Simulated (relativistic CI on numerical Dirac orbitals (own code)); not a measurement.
## Run report: Tm²⁺, relativistic CI calculation

Tm²⁺. Computed at this level: Dirac-Coulomb-Breit CI, KLI orbitals optimised for each configuration, model QED (radiative potential, 1s self-energy scaled to tabulated hydrogen-like ionisation energies), valence Slater integrals scaled by 0.7, multiplet model of photoemission in the sudden approximation in a parametric crystal field (relativistic CI on numerical Dirac orbitals, in-house).

### Input file
```
atom Tm  Z=69  charge=2  electrons=67
nucleus A=169  rms_radius_fm=5.2256
hamiltonian dirac-coulomb  breit=on  qed=on  c_scale=1
orbitals kli  potential=per-configuration
slater_scale 0.7
correlation none
mixing on
configurations
  [Xe] 4f13
  [Ar] 3d10 4s2 4p5 4d10 4f13 5s2 5p6
end
photoemission 4p T=80 lorentz=2.5 gauss=0.7
crystal_field D4h B20=-110 B40=900 B44=-620 B60=300 B64=-180
```

The program writes its results to a structured record and prints no log; tables and figures of this report are taken from that record.

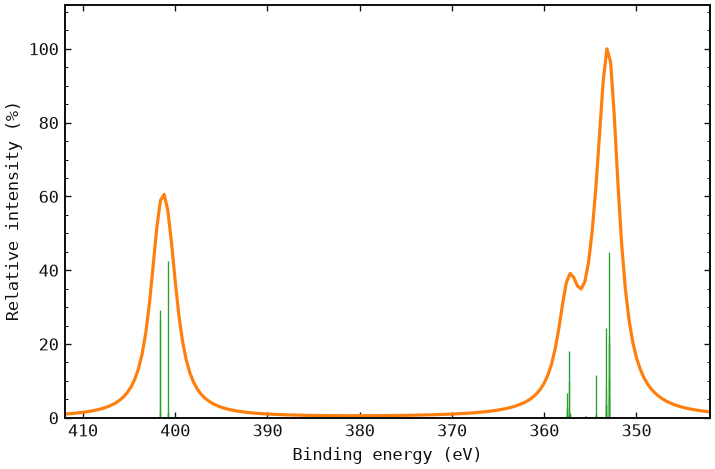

**Figure 1.** 4p photoemission of Tm III (Tm²⁺), [Xe] 4f¹³, in a field of D4h symmetry with B20 = −110, B40 = 900, B44 = −620, B60 = 300, B64 = −180 cm⁻¹ (Wybourne parameters). Sticks are the strongest transitions, on a scale of their own. Multiplet model: relativistic Dirac–Coulomb–Breit theory, one configuration a step, Slater integrals scaled by 0.7, 80 K, Voigt broadening (Lorentzian 2.5 eV, Gaussian 0.7 eV full widths), computed with a radial Dirac CI code. The main maxima lie at 353.1 eV (100), 357.1 eV (39) and 401.3 eV (61), heights in % of the largest; the centroid is at 369.8 eV. The ground state has S = 0.50.

### Results in brief

```tsv
quantity	value
outcome	converged
hardware	1 CPU thread, shared host
```

### Remarks

To bear in mind: free-ion energies without screening by ligands, so binding energies differ from solids by tens of eV.
